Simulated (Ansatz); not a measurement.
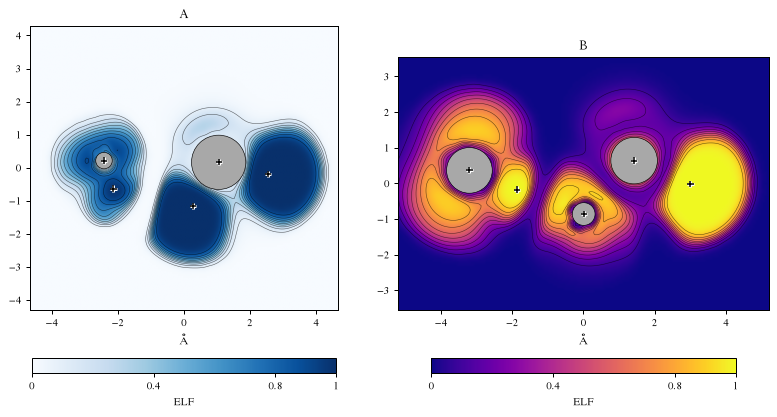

The ELF of 2 systems, each on a plane through atoms (crosses mark nuclei in the plane; grey discs cover the cores).

Level of theory: Ansatz 0.2.0, RHF/def2-SVP.

System 1: CH6Ge···HF, the plane of atoms H2, Ge1 and H4. 

```yaml
atoms:
  - { symbol: Ge, position_ang: [-1.0000, -0.0199, -0.3734] }
  - { symbol: H, position_ang: [-0.8496, 1.5089, -0.2268] }
  - { symbol: H, position_ang: [-0.6706, -0.3950, -1.8248] }
  - { symbol: H, position_ang: [-2.4721, -0.3673, -0.0977] }
  - { symbol: C, position_ang: [0.1862, -0.9403, 0.8837] }
  - { symbol: H, position_ang: [1.4650, 2.1046, -0.8236] }
  - { symbol: F, position_ang: [2.0911, 1.4607, -0.9127] }
  - { symbol: H, position_ang: [0.1101, -2.0213, 0.7593] }
  - { symbol: H, position_ang: [-0.0776, -0.6925, 1.9129] }
  - { symbol: H, position_ang: [1.2176, -0.6381, 0.7031] }
```

System 2: H5NSn···HBr, the plane of atoms N2, Sn1 and H3. Core potentials replace the inner electrons of Sn.

```xyz
9

Sn   -1.1295   -0.7299   -0.3127
N     0.8363   -0.2875    0.1222
H    -1.3281   -2.4089   -0.5851
H    -2.0328   -0.2319    1.0427
H    -1.5095    0.1539   -1.7181
H     1.1553    1.6596    0.4411
Br    1.3363    3.0666    0.6607
H     1.1850   -0.7163    0.9637
H     1.4871   -0.5057   -0.6143
```

Which map belongs to which system?

Panel A is system 1, CH6Ge···HF: the plane holds Ge, H and F. Ge1···F7 (3.47 Å): the ELF dips to about 0 between them: a non-bonded, intermolecular contact. Panel B is system 2, H5NSn···HBr: the plane holds Sn, N, H and Br. N2···H6 (2.00 Å): the ELF dips to about 0.15 between them.
